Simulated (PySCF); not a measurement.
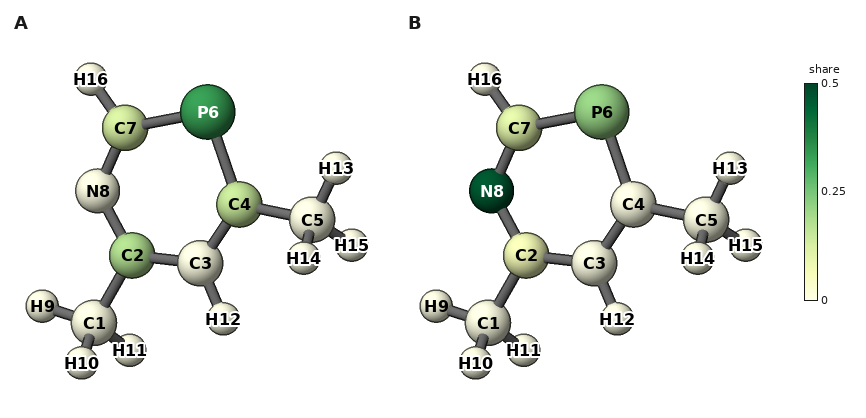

Each panel colours the atoms by their Löwdin share in one orbital (up to four of the largest shares; other atoms are shown as zero). The computed structure is the end point of a GFN2-xTB optimisation. No frequency run is at hand to confirm it as a minimum. Level of theory: PBE0/def2-SVPD (PySCF 2.14.0).

The panels show the HOMO, LUMO, in some order. Which is which?

Answer. A: LUMO, −1.54 eV; P6 0.33, C2 0.18, C4 0.15, C7 0.13
B: HOMO, −6.94 eV; N8 0.46, P6 0.21, C7 0.11, C2 0.07

The geometry is semi-empirical. Around P such bond lengths and angles can be off by a tenth of an ångström or more and by several degrees, and values that hang on the shape move with them.
